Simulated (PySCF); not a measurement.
System: C5H11NOSi2.

The calculation's input:

```
{"job": {"kind": "uv", "xc": "CAM-B3LYP", "basis": "def2-SVPD", "ip": true}, "charge": 0, "multiplicity": 1}
N     -3.115485     2.785036    -0.165265
C     -2.419571     1.860748    -0.110442
C     -1.573004     0.686265    -0.014917
C     -2.158905    -0.690078    -0.408821
C     -1.422566    -1.308218     0.790559
C     -1.269849     0.108300     1.402555
Si     0.371458     0.575894     2.183584
O      1.540706     0.351678     1.024769
Si     2.731415    -0.609211     0.391699
H     -0.635261     0.881141    -0.561534
H     -3.249805    -0.705593    -0.273329
H     -1.918285    -1.056914    -1.416842
H     -0.452988    -1.739333     0.493804
H     -1.963595    -2.053092     1.390254
H     -2.107570     0.329317     2.083840
H      0.647423    -0.305214     3.360582
H      0.385348     2.007359     2.597413
H      2.236012    -1.242716    -0.867324
H      3.928369     0.223486     0.084612
H      3.099755    -1.683072     1.364318
```

Run with:

```sh
OMP_NUM_THREADS=1 python probes_run.py task.json out
```

Geometry: PBE0-D3(BJ)/def2-SVP.

All numbers below come from CAM-B3LYP/def2-SVPD, SCF density, gas phase (PySCF).

Q: What can the converged electron density and electron localisation function tell about the bonding?

A: Si–O (1.66 Å): the density is about 1 e/Å³ at the midpoint; the ELF peaks at about 0.85 between the atoms: a shared but strongly polarised pair.
C–Si (1.88 Å): ρ at the midpoint is about 0.99 e/Å³; the ELF peaks at about 1 between the atoms, as expected for a shared electron pair.
C–H (1.10 Å): ρ at the midpoint is about 1.9 e/Å³; the ELF climbs to about 1 towards the hydrogen, as it does in any bond to H: a covalent bond by its length.

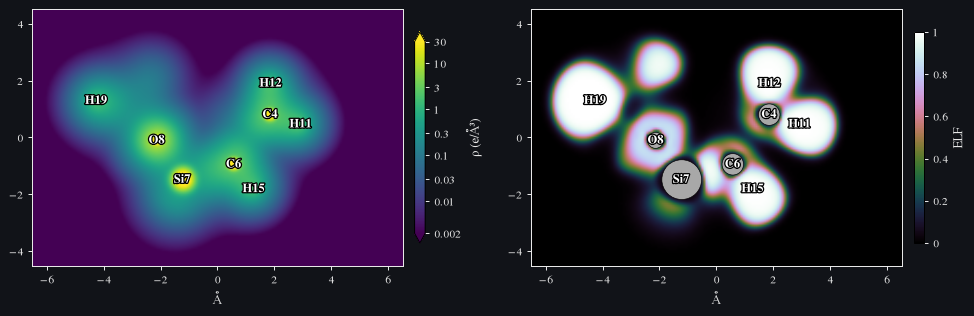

Computed electron density and electron localisation function on the plane of atoms C6, Si7 and O8, in this order. Grey discs cover the atomic cores in the ELF map. 
